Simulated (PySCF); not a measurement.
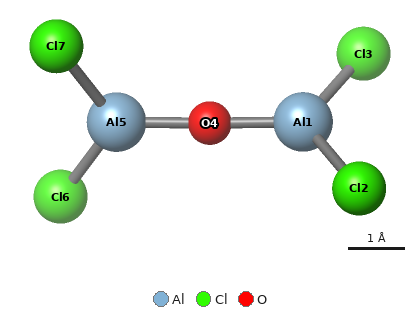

Figure 1. The input geometry (ball-and-stick view, seen on its broad side; atoms are numbered from 1 in the order of the input). Sticks mark near contacts.

**Excited-state calculation, with input and output: Al$_{2}$Cl$_{4}$O**

System: Al$_{2}$Cl$_{4}$O ([(Cl)2Al]2O).
Method: TDDFT B3LYP/def2-SVPD, vertical, gas phase, core orbitals frozen in the response (PySCF 2.14.0).

The geometry comes from this level: PBE0-D3(BJ)/def2-SVP. It belongs to a series of runs on one base structure; here: Cl, O.

**Input file**
```
{"job": {"kind": "uv", "xc": "B3LYP", "basis": "def2-SVPD", "ip": false, "nstates": 15}, "charge": 0, "multiplicity": 1}
Al    -1.383101    -0.894969     0.293808
Cl    -3.132958    -0.530847    -0.765889
Cl    -1.367228    -2.361921     1.766734
O      0.010249    -0.016137    -0.034190
Al     1.409243     0.866634    -0.324053
Cl     2.772069     0.231548    -1.758760
Cl     1.783587     2.603682     0.753800
```

The first line tells a small driver script what to run in PySCF; the rest is the geometry in Å.

Launched with:
```bash
OMP_NUM_THREADS=1 python <driver script> task.json out
```

**The program's output**
```
coarse grid: 10832 points
cycle   1  E = -2400.1725019463  dE =  6.161e-01  |g| = 9.653e-01  |ddm| = 1.507e+01
cycle   2  E = -2399.5985522223  dE =  5.739e-01  |g| = 1.905e+00  |ddm| = 6.900e+00
cycle   3  E = -2400.3527557696  dE = -7.542e-01  |g| = 2.472e-01  |ddm| = 3.002e+00
cycle   4  E = -2400.3675959462  dE = -1.484e-02  |g| = 7.640e-02  |ddm| = 1.153e+00
cycle   5  E = -2400.3692269456  dE = -1.631e-03  |g| = 1.198e-02  |ddm| = 2.188e-01
cycle   6  E = -2400.3692656300  dE = -3.868e-05  |g| = 2.768e-03  |ddm| = 3.308e-02
cycle   7  E = -2400.3692680102  dE = -2.380e-06  |g| = 2.077e-04  |ddm| = 2.066e-02
final grid: 81976 points
cycle   8  E = -2400.6361876057  dE = -1.068e-05  |g| = 4.374e-03  |ddm| = 1.536e-01
cycle   9  E = -2400.6361842800  dE =  3.326e-06  |g| = 6.080e-03  |ddm| = 2.336e-02
cycle  10  E = -2400.6361915020  dE = -7.222e-06  |g| = 1.193e-03  |ddm| = 1.104e-02
cycle  11  E = -2400.6361917902  dE = -2.882e-07  |g| = 1.807e-04  |ddm| = 1.852e-03
cycle  12  E = -2400.6361917986  dE = -8.474e-09  |g| = 4.623e-05  |ddm| = 1.216e-03
cycle  13  E = -2400.6361917993  dE = -6.930e-10  |g| = 4.958e-06  |ddm| = 1.936e-04
```

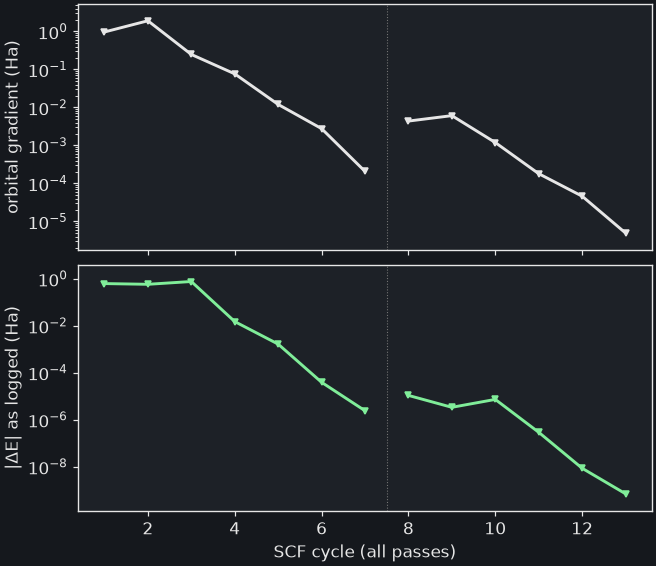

Figure 2. Convergence of the self-consistent field: orbital gradient and size of the energy change against the SCF cycle. The dotted line marks the change from a coarse to the final integration grid. The first 7 cycles use a coarse grid, the final grid takes over at cycle 8, and the field converges after 13 cycles in all.

```
converged SCF energy = -2400.6361917993

Static polarisability (au): isotropic 100.022, principal 94.943 95.703 109.419

Singlet excitations
state   eV       nm        f      main configurations
  1   6.2553    198.2   0.00286   H->L 0.93
  2   6.2614    198.0   0.00297   H-1->L 0.93
  3   6.6090    187.6   0.00000   H-2->L 0.91
  4   6.6205    187.3   0.00000   H-3->L 0.91
  5   6.8465    181.1   0.00030   H-5->L 0.88
  6   6.8518    181.0   0.00014   H-6->L 0.88
  7   6.8720    180.4   0.12326   H-4->L 0.94
  8   6.9695    177.9   0.00005   H-7->L 0.92
  9   7.0372    176.2   0.00000   H->L+3 0.50, H-1->L+2 0.39, H->L+2 0.09
 10   7.0476    175.9   0.00000   H-1->L+3 0.41, H->L+2 0.37, H-1->L+2 0.17
 11   7.3165    169.5   0.00026   H->L+1 0.86
 12   7.3237    169.3   0.00030   H-1->L+1 0.86
 13   7.4487    166.5   0.07865   H-8->L 0.73, H-3->L+2 0.10, H-2->L+3 0.09
 14   7.4584    166.2   0.07647   H-9->L 0.71, H-3->L+3 0.09, H-2->L+2 0.09
 15   7.5436    164.4   0.10702   H->L+3 0.38, H-1->L+2 0.35, H->L+2 0.11

Triplet excitations (Tamm-Dancoff, eV): 6.0715 6.0775 6.4253 6.4319
```

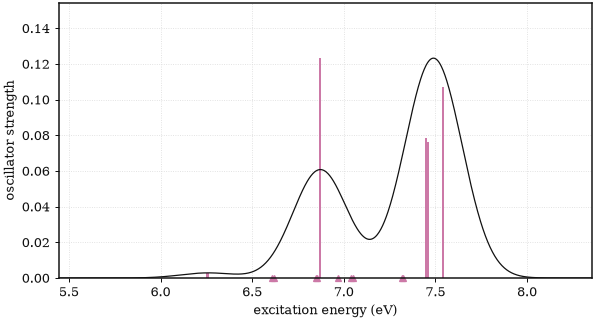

Figure 3. Computed excitations as sticks (degenerate states added up, dark ones marked on the axis), with a Gaussian envelope of 0.35 eV full width at half maximum, scaled to the tallest. Of the 15 states the lowest lies at 6.26 eV (f = 0.003); the strongest line is at 6.87 eV, or 180 nm (f = 0.123).

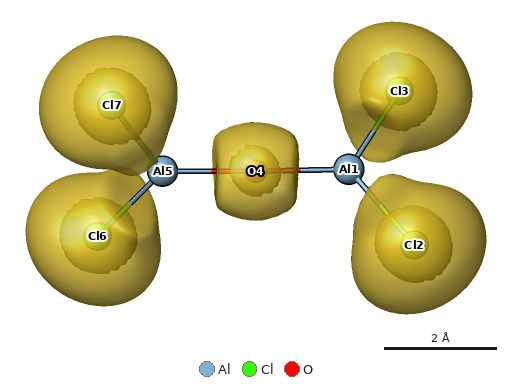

Figure 4. Isosurface of the electron localisation function at 0.75 (yellow), seen face on. Core shells and regions of very low density are left out. Values along the shortest contacts: Al–O (1.68 Å): the ELF peaks at about 0.85 in the valence shell of O, 0.6 Å from its nucleus, and is about 0.40 at the midpoint. Al–Cl (2.08 Å): the ELF peaks at about 0.90 in the valence shell of Cl, 0.9 Å from its nucleus, and is about 0.80 at the midpoint.

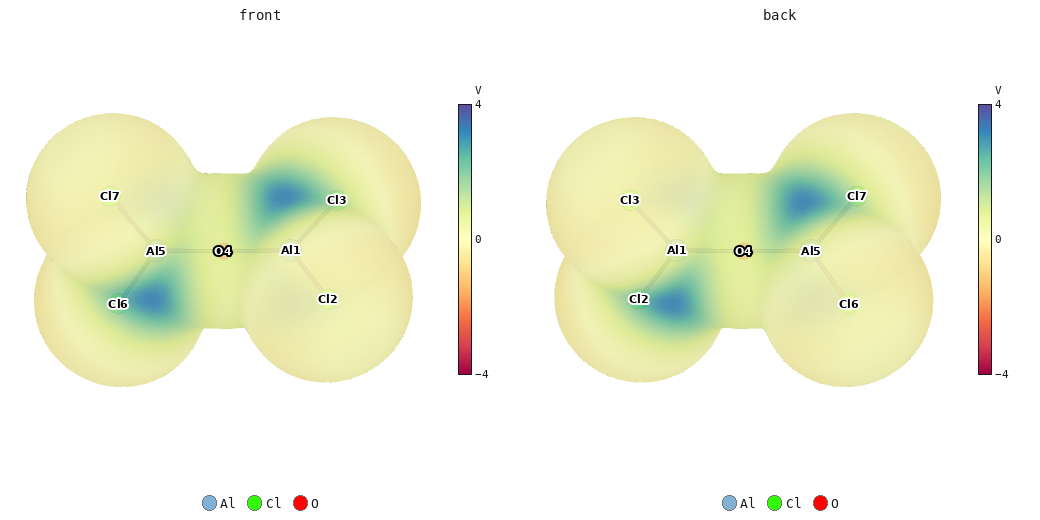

Figure 5. The molecular electrostatic potential painted on the density surface at 0.001 e/bohr³, seen face on and from behind; the colour scale runs from red (negative) to blue (positive). A positive charge is drawn to the negative regions and a negative charge to the positive ones. Its dipole moment is 0.03 D.

**Summary**

| quantity | value |
| --- | --- |
| outcome | converged |
| total energy | −2400.636192 hartree |
| HOMO | −9.18 eV |
| LUMO | −2.01 eV |
| dipole moment | 0.03 D |
| mean polarisability | 100.02 a.u. |
| lowest singlet excitation | 6.26 eV |
| hardware | 1 CPU thread, shared host |
| wall time | 30 s |
| peak memory | 0.78 GiB |
